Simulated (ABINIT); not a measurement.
# Beyond one shot: SiO2 (Stishovite), part 3 of 3

How far does self-consistency move the gap of SiO2 (Stishovite)?

ABINIT 10.8.3; PBE and many-body steps on it, plane waves. Known limits of the many-body steps: not at the basis limit; coarse k mesh.

So far. Step 7 (evGW0, cycle 3): Against the cycle before, the gap moves by −0.001 eV. Step 10 (evGW, cycle 1): Against G0W0 in ABINIT (4×4×4 mesh, 137 bands, screening to 195.9 eV, Godby-Needs plasmon pole), the gap moves by +0.792 eV.

## (13) evGW, cycle 2

This step: evGW on PBE, plane waves, norm-conserving pseudopotentials.

Input file run.abi:

```
acell 3*1.0 Angstrom
rprim 
  4.177300000000 0.000000000000 0.000000000000
  0.000000000000 4.177300000000 0.000000000000
  0.000000000000 0.000000000000 2.665200000000
ntypat 2
znucl 14 8
natom 6
typat 1 1 2 2 2 2
xred 
  0.000000000000 0.000000000000 0.000000000000
  0.500000000000 0.500000000000 0.500000000000
  0.305900000000 0.305900000000 0.000000000000
  0.194100000000 0.805900000000 0.500000000000
  0.694100000000 0.694100000000 0.000000000000
  0.805900000000 0.194100000000 0.500000000000
pp_dirpath "pseudos"
pseudos "Si.upf, O.upf"
ecut 36
ngkpt 4 4 4
nshiftk 1
shiftk 0 0 0
kptopt 1
chksymbreak 0
istwfk *1
occopt 1
irdwfk 1
optdriver 4
nband 137
gwcalctyp 10
ecutsigx 36
symsigma 1
nkptgw 18
kptgw 
  0.0000000000 0.0000000000 0.0000000000
  0.2500000000 0.0000000000 0.0000000000
  0.5000000000 0.0000000000 0.0000000000
  0.2500000000 0.2500000000 0.0000000000
  0.5000000000 0.2500000000 0.0000000000
  0.5000000000 0.5000000000 0.0000000000
  0.0000000000 0.0000000000 0.2500000000
  0.2500000000 0.0000000000 0.2500000000
  0.5000000000 0.0000000000 0.2500000000
  0.2500000000 0.2500000000 0.2500000000
  0.5000000000 0.2500000000 0.2500000000
  0.5000000000 0.5000000000 0.2500000000
  0.0000000000 0.0000000000 0.5000000000
  0.2500000000 0.0000000000 0.5000000000
  0.5000000000 0.0000000000 0.5000000000
  0.2500000000 0.2500000000 0.5000000000
  0.5000000000 0.2500000000 0.5000000000
  0.5000000000 0.5000000000 0.5000000000
bdgw 
  5 22
  5 22
  5 22
  5 22
  5 22
  5 22
  5 22
  5 22
  5 22
  5 22
  5 22
  5 22
  5 22
  5 22
  5 22
  5 22
  5 22
  5 22
ecuteps 7.2
irdscr 1
ppmodel 1
irdqps 1
indata_prefix "in"
outdata_prefix "out"
tmpdata_prefix "tmp"
```

Command:

```console
$ OMP_NUM_THREADS=1 mpirun -n 8 abinit run.abi > log
```

The program printed:

```text
.Version 10.8.3 of ABINIT. v10.8.2 released Aug 2026.

 Symmetries : space group P4_2/m n m (#136); Bravais tP (primitive tetrag.)
[... echo of the input left out ...]
== DATASET  1 ==================================================================
-   mpi_nproc: 8, omp_nthreads: 1 (-1 if OMP is not activated)

--- !DatasetInfo
iteration_state: {dtset: 1, }
dimensions: {natom: 6, nkpt: 18, mband: 137, nsppol: 1, nspinor: 1, nspden: 1, mpw: 3273, }
cutoff_energies: {ecut:  36.0, pawecutdg:  -1.0, }
[...]
.  kptgw no:  3; Maximum DeltaE = (   0.011   0.000) for band index:  3
[...]
.  kptgw no: 17; Maximum DeltaE = (  -0.011  -0.000) for band index:  5
.  kptgw no: 18; Maximum DeltaE = (   0.007  -0.000) for band index:  3

== END DATASET(S) ==============================================================
================================================================================

 -outvars: echo values of variables after computation  --------
           etotal      0.0000000000E+00
            nband         137
             nkpt          18
          spgroup         136
 [... the other variables as echoed above ...]

 Calculation completed.
```

The job ended after 9.5 min (8 MPI ranks of Arm Neoverse V2, shared host; peak memory 4.7 GiB; 76 min of CPU time).

Numbers from this step:

```yaml
quasiparticle_gap_on_the_mesh: 8.854 eV
gap_of_the_density_functional_on_the_mesh: 5.686 eV
k_of_the_valence_top: 0, 0, 0
k_of_the_conduction_bottom: 0, 0, 0
least_direct_quasiparticle_gap_on_the_computed_points: 8.854 eV
```

Against the cycle before, the gap moves by +0.041 eV.

## (14) Screening, 4×4×4 mesh, 137 bands, screening to 195.9 eV

This step: RPA screening on PBE, plane waves, norm-conserving pseudopotentials.

Input file run.abi:

```
acell 3*1.0 Angstrom
rprim 
  4.177300000000 0.000000000000 0.000000000000
  0.000000000000 4.177300000000 0.000000000000
  0.000000000000 0.000000000000 2.665200000000
ntypat 2
znucl 14 8
natom 6
typat 1 1 2 2 2 2
xred 
  0.000000000000 0.000000000000 0.000000000000
  0.500000000000 0.500000000000 0.500000000000
  0.305900000000 0.305900000000 0.000000000000
  0.194100000000 0.805900000000 0.500000000000
  0.694100000000 0.694100000000 0.000000000000
  0.805900000000 0.194100000000 0.500000000000
pp_dirpath "pseudos"
pseudos "Si.upf, O.upf"
ecut 36
ngkpt 4 4 4
nshiftk 1
shiftk 0 0 0
kptopt 1
chksymbreak 0
istwfk *1
occopt 1
irdwfk 1
optdriver 3
nband 137
ecuteps 7.2
inclvkb 2
awtr 1
symchi 1
gwcalctyp 10
mbpt_sciss 3.763 eV
nqptdm 1
qptdm 
  0 0 0
indata_prefix "in"
outdata_prefix "out"
tmpdata_prefix "tmp"
```

The program printed:

```text
.Version 10.8.3 of ABINIT. v10.8.2 released Aug 2026.

 Symmetries : space group P4_2/m n m (#136); Bravais tP (primitive tetrag.)
[... echo of the input left out ...]
== DATASET  1 ==================================================================
-   mpi_nproc: 8, omp_nthreads: 1 (-1 if OMP is not activated)

--- !DatasetInfo
iteration_state: {dtset: 1, }
dimensions: {natom: 6, nkpt: 18, mband: 137, nsppol: 1, nspinor: 1, nspden: 1, mpw: 3273, }
cutoff_energies: {ecut:  36.0, pawecutdg:  -1.0, }
[...]
[... chi0 elements left out ...]
 For q-point:  0.000010 0.000020 0.000030
  dielectric constant =   2.8992
  dielectric constant without local fields =   3.0889

  Average fulfillment of the sum rule on Im[epsilon] for q-point    1 :     80.55  [%]
[... wings left out ...]
== END DATASET(S) ==============================================================
================================================================================

 -outvars: echo values of variables after computation  --------
           etotal      0.0000000000E+00
            nband         137
             nkpt          18
          spgroup         136
 [... the other variables as echoed above ...]

 Calculation completed.
```

Elapsed: 13 s, on 8 MPI ranks; peak memory 2.4 GiB.

This step gave:

* ε∞ with local fields, on this mesh, along the program's q direction: 2.899
* the same without local fields: 3.089
* plasma frequency: 30.80 eV
* plane waves in the screening matrix: 283

This screening uses the functional's bands under a rigid shift, the mean opening of the cycle before.

## (15) Screening, 4×4×4 mesh, 137 bands, screening to 195.9 eV

This step: RPA screening on PBE from quasiparticle energies, plane waves, norm-conserving pseudopotentials.

Changes to run.abi since step 14:

```diff
@@ -33,7 +33,23 @@
 symchi 1
+irdqps 1
 gwcalctyp 10
-mbpt_sciss 3.763 eV
-nqptdm 1
+nqptdm 17
 qptdm 
-  0 0 0
+  0.2500000000 0.0000000000 0.0000000000
+  0.5000000000 0.0000000000 0.0000000000
+  0.2500000000 0.2500000000 0.0000000000
+  0.5000000000 0.2500000000 0.0000000000
+  0.5000000000 0.5000000000 0.0000000000
+  0.0000000000 0.0000000000 0.2500000000
+  0.2500000000 0.0000000000 0.2500000000
+  0.5000000000 0.0000000000 0.2500000000
+  0.2500000000 0.2500000000 0.2500000000
+  0.5000000000 0.2500000000 0.2500000000
+  0.5000000000 0.5000000000 0.2500000000
+  0.0000000000 0.0000000000 0.5000000000
+  0.2500000000 0.0000000000 0.5000000000
+  0.5000000000 0.0000000000 0.5000000000
+  0.2500000000 0.2500000000 0.5000000000
+  0.5000000000 0.2500000000 0.5000000000
+  0.5000000000 0.5000000000 0.5000000000
 indata_prefix "in"
```

Input file mrgscr.stdin:

```
2
merged
q0_SCR
out_SCR
1
```

Command:

```console
$ OMP_NUM_THREADS=1 mpirun -n 8 abinit run.abi > log; mrgscr < mrgscr.stdin
```

The program printed:

```text
.Version 10.8.3 of ABINIT. v10.8.2 released Aug 2026.

 Symmetries : space group P4_2/m n m (#136); Bravais tP (primitive tetrag.)
[... echo of the input left out ...]
== DATASET  1 ==================================================================
-   mpi_nproc: 8, omp_nthreads: 1 (-1 if OMP is not activated)

--- !DatasetInfo
iteration_state: {dtset: 1, }
dimensions: {natom: 6, nkpt: 18, mband: 137, nsppol: 1, nspinor: 1, nspden: 1, mpw: 3273, }
cutoff_energies: {ecut:  36.0, pawecutdg:  -1.0, }
[...]
q-point number  1        q = ( 0.250000, 0.000000, 0.000000) [r.l.u.]
--------------------------------------------------------------------------------
[... chi0 elements left out ...]
  Average fulfillment of the sum rule on Im[epsilon] for q-point    2 :     92.61  [%]

--------------------------------------------------------------------------------
  q-point number  2        q = ( 0.500000, 0.000000, 0.000000) [r.l.u.]
--------------------------------------------------------------------------------
[... chi0 elements left out ...]
  Average fulfillment of the sum rule on Im[epsilon] for q-point    3 :     86.75  [%]

 [... 15 further q-points ...]
```

Run time: 53 s. Hardware: 8 MPI ranks; peak memory 2.2 GiB.

This step gave:

* plasma frequency: 30.80 eV
* plane waves in the screening matrix: 283

This screening reads the quasiparticle levels of the cycle before.

## (16) evGW, cycle 3

This step: evGW on PBE, plane waves, norm-conserving pseudopotentials.

Changes to run.abi since step 15:

```diff
@@ -27,12 +27,10 @@
 irdwfk 1
-optdriver 3
+optdriver 4
 nband 137
-ecuteps 7.2
-inclvkb 2
-awtr 1
-symchi 1
-irdqps 1
 gwcalctyp 10
-nqptdm 17
-qptdm 
+ecutsigx 36
+symsigma 1
+nkptgw 18
+kptgw 
+  0.0000000000 0.0000000000 0.0000000000
   0.2500000000 0.0000000000 0.0000000000
@@ -54,2 +52,25 @@
   0.5000000000 0.5000000000 0.5000000000
+bdgw 
+  5 22
+  5 22
+  5 22
+  5 22
+  5 22
+  5 22
+  5 22
+  5 22
+  5 22
+  5 22
+  5 22
+  5 22
+  5 22
+  5 22
+  5 22
+  5 22
+  5 22
+  5 22
+ecuteps 7.2
+irdscr 1
+ppmodel 1
+irdqps 1
 indata_prefix "in"
```

Command:

```console
$ OMP_NUM_THREADS=1 mpirun -n 8 abinit run.abi > log
```

The program printed:

```text
.Version 10.8.3 of ABINIT. v10.8.2 released Aug 2026.

 Symmetries : space group P4_2/m n m (#136); Bravais tP (primitive tetrag.)
[... echo of the input left out ...]
== DATASET  1 ==================================================================
-   mpi_nproc: 8, omp_nthreads: 1 (-1 if OMP is not activated)

--- !DatasetInfo
iteration_state: {dtset: 1, }
dimensions: {natom: 6, nkpt: 18, mband: 137, nsppol: 1, nspinor: 1, nspden: 1, mpw: 3273, }
cutoff_energies: {ecut:  36.0, pawecutdg:  -1.0, }
[...]
.  kptgw no:  3; Maximum DeltaE = (   0.001   0.000) for band index:  2
[...]
.  kptgw no: 17; Maximum DeltaE = (   0.002   0.000) for band index:  1
.  kptgw no: 18; Maximum DeltaE = (   0.001   0.000) for band index:  1

== END DATASET(S) ==============================================================
================================================================================

 -outvars: echo values of variables after computation  --------
           etotal      0.0000000000E+00
            nband         137
             nkpt          18
          spgroup         136
 [... the other variables as echoed above ...]

 Calculation completed.
```

Elapsed: 9.5 min, on 8 MPI ranks; peak memory 4.7 GiB.

This step gave:

```
quasiparticle gap on the mesh                         : 8.857 eV
gap of the density functional on the mesh             : 5.686 eV
k of the valence top                                  : 0, 0, 0
k of the conduction bottom                            : 0, 0, 0
least direct quasiparticle gap on the computed points : 8.857 eV
```

Against the cycle before, the gap moves by +0.003 eV.

## (17) The runs together

Times are wall times on 8 MPI ranks of Arm Neoverse V2, shared host, good to a factor of about two. A run's time includes the screening step that it read.

| run | mesh | bands | screening cutoff (eV) | DFT gap (eV) | gap on the mesh (eV) | direct (eV) | ε∞ used | time |
| --- | --- | --- | --- | --- | --- | --- | --- | --- |
| G0W0 | 4×4×4 | 137 | 195.9 | 5.686 | 8.021 | 8.021 | 3.37 | 92 s |
| evGW0, cycle 1 | 4×4×4 | 137 | 195.9 | 5.686 | 8.480 | 8.480 | 3.37 | 10 min |
| evGW0, cycle 2 | 4×4×4 | 137 | 195.9 | 5.686 | 8.350 | 8.350 | 3.37 | 10 min |
| evGW0, cycle 3 | 4×4×4 | 137 | 195.9 | 5.686 | 8.349 | 8.349 | 3.37 | 10 min |
| evGW, cycle 1 | 4×4×4 | 137 | 195.9 | 5.686 | 8.813 | 8.813 | 2.95 | 10 min |
| evGW, cycle 2 | 4×4×4 | 137 | 195.9 | 5.686 | 8.854 | 8.854 | 2.90 | 11 min |
| evGW, cycle 3 | 4×4×4 | 137 | 195.9 | 5.686 | 8.857 | 8.857 | 2.90 | 11 min |

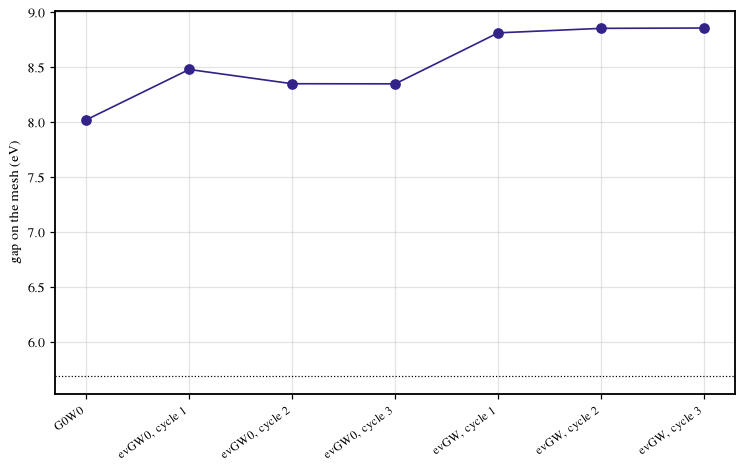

The gap through the cycles; the dotted line is the starting gap.

## (18) Outcome

| Item | Value |
| --- | --- |
| G0W0 | 8.021 eV |
| evGW0, cycle 1 | 8.480 eV |
| evGW0, cycle 2 | 8.350 eV |
| evGW0, cycle 3 | 8.349 eV |
| evGW, cycle 1 | 8.813 eV |
| evGW, cycle 2 | 8.854 eV |
| evGW, cycle 3 | 8.857 eV |
| known limits | not at the basis limit; coarse k mesh |

**Reading.** Only the bands that the input lists are updated; the others, empty or deep, keep the functional's energies or take a rigid shift. The evGW loop starts from the last levels of evGW0, so its cycles and time come on top of those. evGW0 ends at 8.35 eV, +0.33 eV from G0W0, after 3 cycles that took 28 min beside the first screening; the last moved the gap by 0.001 eV. evGW ends at 8.86 eV, +0.84 eV from G0W0, after 3 cycles that took 32 min beside the first screening; the last moved the gap by 0.003 eV. The first cycle of evGW0 takes the full correction, without the factor Z, so it overshoots the one-shot value. Bands and cutoff are finite, so the gap is not at the basis limit. The miss can reach some tenths of an eV and take either sign; the mesh is an error of its own. The 4×4×4 mesh is coarse for this cell, which bears on the long-range parts of exchange and screening. In the updated screening the q = 0 part is built from Kohn-Sham bands under a rigid shift, the other q from the quasiparticle levels.

[Paths, hosts, dates, memory and timing lines, banners, echoed tables and standing remarks are left out of the program output.]

[Logs are printed without paths, hosts, clocks, repeated set-up lines and the standing remarks that a program may print on its own settings, such as how far it seeks lower states.]

[Runs of the session that timed out or met a known fault of the program may be left out.]

[Hosts, paths, dates, database ids (printed as entryN), source tags and the programs' standing remarks are cut or masked in the printed files.]

[G0W0 gaps are taken among the corrected bands and points alone; a level outside them can change the order at an edge.]

[Where Ansatz stands beside ABINIT at settings called matched, ABINIT's density can come from a denser mesh and the files from another edition; pairs whose starting gaps differed by over 0.03 eV were left out, so agreement reads better than it is.]
